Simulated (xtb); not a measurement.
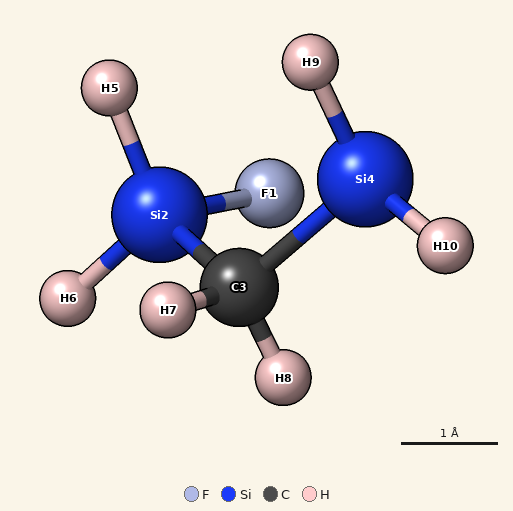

The input geometry (ball-and-stick view, seen at a tilt; atoms are numbered from 1 in the order of the input). Bond lengths as drawn: C–H 1.09 Å, C–Si 1.89 to 1.90 Å, F–Si 1.61 Å and H–Si 1.46 Å.

Run report: CH$_{6}$FSi$_{2}$ (charge −1), property calculation (part 1 of 2)

System: CH$_{6}$FSi$_{2}$, charge −1.
Method: GFN2-xTB (xtb 6.7.1).

The run did not end well. The geometry was optimised with GFN2-xTB.

## Output
```
* xtb version 6.7.1
   ID    Z sym.   atoms
    1    9 F      1
    2   14 Si     2, 4
    3    6 C      3
    4    1 H      5-10

           -------------------------------------------------
          |                Calculation Setup                |
           -------------------------------------------------

          program call               : xtb mol.json --wbo --json --gfn2 --vfukui --parallel 1
          coordinate file            : mol.json
          omp threads                :                     1

           -------------------------------------------------
          |                 G F N 2 - x T B                 |
           -------------------------------------------------

      * Hamiltonian:
        H0-scaling (s, p, d)           1.850000    2.230000    2.230000
        zeta-weighting                 0.500000
      * Dispersion:
        s8                             2.700000
        a1                             0.520000
        a2                             5.000000
        s9                             5.000000
      * Repulsion:
        kExp                           1.500000    1.000000
        rExp                           1.000000
      * Coulomb:
        alpha                          2.000000
        third order                    shell-resolved
        anisotropic                    true
        a3                             3.000000
        a5                             4.000000
        cn-shift                       1.200000
        cn-exp                         4.000000
        max-rad                        5.000000

          ...................................................
          :                      SETUP                      :
          :.................................................:
          :  # basis functions                  34          :
          :  # atomic orbitals                  32          :
          :  # shells                           16          :
          :  # electrons                        26          :
          :  max. iterations                   250          :
          :  Hamiltonian                  GFN2-xTB          :
          :  restarted?                      false          :
          :  GBSA solvation                  false          :
          :  PC potential                    false          :
          :  electronic temp.          300.0000000     K    :
          :  accuracy                    1.0000000          :
          :  -> integral cutoff          0.2500000E+02      :
          :  -> integral neglect         0.1000000E-07      :
          :  -> SCF convergence          0.1000000E-05 Eh   :
          :  -> wf. convergence          0.1000000E-03 e    :
          :  Broyden damping             0.4000000          :
          :  net charge                         -1          :
          :  unpaired electrons                  0          :
          ...................................................

 iter      E             dE          RMSdq      gap      omega  full diag
   1    -13.5261538 -0.135262E+02  0.901E+00    3.29       0.0  T
   2    -13.6432846 -0.117131E+00  0.700E+00    0.92       1.0  T
   3    -13.6542069 -0.109223E-01  0.476E+00    1.62       1.0  T
   4    -13.6468013  0.740560E-02  0.264E+00    0.67       1.0  T
   5    -13.6554593 -0.865809E-02  0.140E+00    1.72       1.0  T
   6    -13.6588843 -0.342501E-02  0.566E-01    1.59       1.0  T
   7    -13.6591208 -0.236443E-03  0.412E-01    1.51       1.0  T
   8    -13.6591872 -0.664139E-04  0.115E-01    1.61       1.0  T
   9    -13.6592165 -0.293078E-04  0.644E-02    1.61       1.0  T
  10    -13.6592274 -0.108908E-04  0.458E-02    1.63       1.0  T
  11    -13.6592404 -0.129598E-04  0.298E-02    1.64       1.1  T
  12    -13.6592442 -0.385631E-05  0.108E-02    1.67       2.9  T
  13    -13.6592448 -0.571371E-06  0.362E-03    1.68       8.7  T
  14    -13.6592448 -0.453884E-07  0.184E-03    1.68      17.1  T
  15    -13.6592448 -0.587892E-08  0.622E-04    1.68      50.8  T
  16    -13.6592448 -0.119885E-08  0.306E-04    1.68     103.2  T

   *** convergence criteria satisfied after 16 iterations ***

         #    Occupation            Energy/Eh            Energy/eV
      -------------------------------------------------------------
         1        2.0000           -0.6773422             -18.4314
       ...           ...                  ...                  ...
         7        2.0000           -0.3374250              -9.1818
         8        2.0000           -0.2921333              -7.9494
         9        2.0000           -0.2836689              -7.7190
        10        2.0000           -0.2419864              -6.5848
        11        2.0000           -0.2094909              -5.7005
        12        2.0000           -0.1960663              -5.3352
        13        2.0000           -0.0772713              -2.1027 (HOMO)
        14                         -0.0155842              -0.4241 (LUMO)
        15                         -0.0016623              -0.0452
        16                          0.0294205               0.8006
        17                          0.0848817               2.3097
        18                          0.0938471               2.5537
       ...                                ...                  ...
        32                          1.1053064              30.0769
      -------------------------------------------------------------
                  HL-Gap            0.0616871 Eh            1.6786 eV
             Fermi-level           -0.0464277 Eh           -1.2634 eV

 SCC (total)                   0 d,  0 h,  0 min,  0.004 sec
 SCC setup                      ...        0 min,  0.000 sec (  1.518%)
 Dispersion                     ...        0 min,  0.000 sec (  0.663%)
 classical contributions        ...        0 min,  0.000 sec (  0.287%)
 integral evaluation            ...        0 min,  0.001 sec ( 13.445%)
 iterations                     ...        0 min,  0.002 sec ( 58.463%)
 molecular gradient             ...        0 min,  0.001 sec ( 24.410%)
 printout                       ...        0 min,  0.000 sec (  1.020%)

         :::::::::::::::::::::::::::::::::::::::::::::::::::::
         ::                     SUMMARY                     ::
         :::::::::::::::::::::::::::::::::::::::::::::::::::::
         :: total energy             -13.551783875997 Eh    ::
         :: gradient norm              0.044730840529 Eh/a0 ::
         :: HOMO-LUMO gap              1.678592593274 eV    ::
         ::.................................................::
         :: SCC energy               -13.659240676159 Eh    ::
         :: -> isotropic ES            0.115162112427 Eh    ::
         :: -> anisotropic ES          0.006283261071 Eh    ::
         :: -> anisotropic XC         -0.004661159553 Eh    ::
         :: -> dispersion             -0.007943738379 Eh    ::
         :: repulsion energy           0.107456800162 Eh    ::
         :: add. restraining           0.000000000000 Eh    ::
         :: total charge              -1.000000000000 e     ::
         :::::::::::::::::::::::::::::::::::::::::::::::::::::

Fukui index Calculation

Run single point for reduced species

 iter      E             dE          RMSdq      gap      omega  full diag
   1    -13.4761398 -0.134761E+02  0.684E+00    0.38       0.0  T
   2    -13.4301176  0.460222E-01  0.568E+00    0.39       1.0  T
   3    -13.5304947 -0.100377E+00  0.537E+00    0.54       1.0  T
   4    -13.5431621 -0.126674E-01  0.385E+00    0.65       1.0  T
   5    -13.5601060 -0.169439E-01  0.160E+00    0.69       1.0  T
   6    -13.5632012 -0.309519E-02  0.782E-01    0.69       1.0  T
   7    -13.5662230 -0.302185E-02  0.690E-01    0.63       1.0  T
   8    -13.5649725  0.125055E-02  0.646E-01    0.64       1.0  T
   9    -13.5610488  0.392366E-02  0.570E-01    0.66       1.0  T
  10    -13.5588538  0.219506E-02  0.807E-01    0.64       1.0  T
  11    -13.5525897  0.626411E-02  0.150E+00    0.59       1.0  T
  12    -13.5637137 -0.111240E-01  0.738E-01    0.62       1.0  T
  13    -13.5666268 -0.291314E-02  0.126E+00    0.59       1.0  T
  14    -13.5739957 -0.736882E-02  0.188E+00    0.58       1.0  T
  15    -13.5742556 -0.259966E-03  0.191E+00    0.58       1.0  T
  16    -13.5678767  0.637889E-02  0.163E+00    0.59       1.0  T
  17    -13.5643439  0.353285E-02  0.127E+00    0.60       1.0  T
  18    -13.5621342  0.220964E-02  0.106E+00    0.62       1.0  T
  19    -13.5601423  0.199195E-02  0.936E-01    0.63       1.0  T
  20    -13.5592728  0.869480E-03  0.913E-01    0.63       1.0  T
  21    -13.5554687  0.380409E-02  0.116E+00    0.61       1.0  T
  22    -13.5486483  0.682043E-02  0.191E+00    0.55       1.0  T
  23    -13.5313945  0.172537E-01  0.317E+00    0.46       1.0  T
  24    -13.5319565 -0.561952E-03  0.314E+00    0.46       1.0  T
  25    -13.5514407 -0.194842E-01  0.161E+00    0.58       1.0  T
  26    -13.5577650 -0.632424E-02  0.986E-01    0.63       1.0  T
  27    -13.5587669 -0.100189E-02  0.893E-01    0.64       1.0  T
  28    -13.5586353  0.131514E-03  0.900E-01    0.64       1.0  T
  29    -13.5569576  0.167776E-02  0.102E+00    0.63       1.0  T
  30    -13.5563116  0.645937E-03  0.109E+00    0.63       1.0  T
  31    -13.5554828  0.828834E-03  0.118E+00    0.62       1.0  T
  32    -13.5569382 -0.145539E-02  0.104E+00    0.62       1.0  T
  33    -13.5612172 -0.427901E-02  0.970E-01    0.61       1.0  T
  34    -13.5670904 -0.587323E-02  0.163E+00    0.58       1.0  T
  35    -13.5974137 -0.303232E-01  0.367E+00    0.59       1.0  T
  36    -13.6992282 -0.101815E+00  0.536E+00    0.56       1.0  T
  37    -13.7101489 -0.109208E-01  0.547E+00    0.56       1.0  T
  38    -13.7016036  0.854538E-02  0.539E+00    0.56       1.0  T
  39    -13.7099633 -0.835975E-02  0.547E+00    0.56       1.0  T
  40    -13.7333713 -0.234080E-01  0.565E+00    0.55       1.0  T
  41    -13.6492614  0.841100E-01  0.475E+00    0.59       1.0  T
  42    -13.6191329  0.301284E-01  0.409E+00    0.59       1.0  T
  43    -13.5864673  0.326657E-01  0.283E+00    0.56       1.0  T
  44    -13.8193467 -0.232879E+00  0.595E+00    0.52       1.0  T
  45    -13.5628050  0.256542E+00  0.113E+00    0.59       1.0  T
  46    -14.0891169 -0.526312E+00  0.643E+00    0.62       1.0  T
  47    -13.5892037  0.499913E+00  0.288E+00    0.57       1.0  T
  48    -13.8826400 -0.293436E+00  0.611E+00    0.54       1.0  T
  49    -13.5690055  0.313634E+00  0.164E+00    0.56       1.0  T
  50    -14.0659712 -0.496966E+00  0.628E+00    0.60       1.0  T
  51    -13.6512703  0.414701E+00  0.467E+00    0.59       1.0  T
  52    -13.8424494 -0.191179E+00  0.588E+00    0.53       1.0  T
  53    -13.6157075  0.226742E+00  0.383E+00    0.58       1.0  T
  54    -13.8455627 -0.229855E+00  0.582E+00    0.52       1.0  T
  55    -13.6707537  0.174809E+00  0.479E+00    0.57       1.0  T
  56    -13.8333169 -0.162563E+00  0.576E+00    0.52       1.0  T
  57    -13.8605855 -0.272685E-01  0.586E+00    0.51       1.0  T
  58    -13.9030669 -0.424814E-01  0.594E+00    0.52       1.0  T
  59    -13.8931276  0.993928E-02  0.594E+00    0.52       1.0  T
  60    -13.8814422  0.116854E-01  0.592E+00    0.52       1.0  T
  61    -13.9039780 -0.225358E-01  0.595E+00    0.52       1.0  T
  62    -13.8708314  0.331466E-01  0.590E+00    0.52       1.0  T
  63    -13.8915563 -0.207248E-01  0.593E+00    0.52       1.0  T
  64    -13.9006218 -0.906553E-02  0.594E+00    0.52       1.0  T
  65    -13.9036664 -0.304466E-02  0.594E+00    0.52       1.0  T
  66    -13.9153719 -0.117055E-01  0.594E+00    0.53       1.0  T
  67    -13.9213675 -0.599556E-02  0.594E+00    0.53       1.0  T
  68    -13.9435201 -0.221526E-01  0.596E+00    0.54       1.0  T
  69    -13.9239823  0.195378E-01  0.595E+00    0.53       1.0  T
  70    -13.9365671 -0.125848E-01  0.597E+00    0.54       1.0  T
  71    -13.9215623  0.150048E-01  0.596E+00    0.54       1.0  T
  72    -13.9262910 -0.472862E-02  0.598E+00    0.54       1.0  T
  73    -13.9172685  0.902246E-02  0.598E+00    0.54       1.0  T
  74    -13.9195832 -0.231472E-02  0.598E+00    0.54       1.0  T
  75    -13.9224897 -0.290648E-02  0.598E+00    0.54       1.0  T
  76    -13.9171955  0.529415E-02  0.597E+00    0.54       1.0  T
  77    -13.9192952 -0.209963E-02  0.598E+00    0.54       1.0  T
  78    -13.8988243  0.204708E-01  0.596E+00    0.54       1.0  T
  79    -13.8828840  0.159404E-01  0.594E+00    0.53       1.0  T
  80    -13.8289200  0.539639E-01  0.582E+00    0.53       1.0  T
  81    -13.7893511  0.395689E-01  0.565E+00    0.53       1.0  T
  82    -13.7777900  0.115612E-01  0.559E+00    0.52       1.0  T
  83    -13.7840986 -0.630866E-02  0.562E+00    0.52       1.0  T
  84    -13.7828745  0.122407E-02  0.562E+00    0.53       1.0  T
  85    -13.7002402  0.826343E-01  0.499E+00    0.57       1.0  T
  86    -13.6313770  0.688633E-01  0.384E+00    0.59       1.0  T
  87    -13.5783002  0.530768E-01  0.176E+00    0.59       1.0  T
  88    -13.5536157  0.246845E-01  0.149E+00    0.64       1.0  T
  89    -13.5628634 -0.924767E-02  0.130E+00    0.64       1.0  T
  90    -13.5591434  0.372000E-02  0.126E+00    0.67       1.0  T
  91    -13.5623598 -0.321643E-02  0.860E-01    0.65       1.0  T
  92    -13.5606975  0.166229E-02  0.907E-01    0.66       1.0  T
```
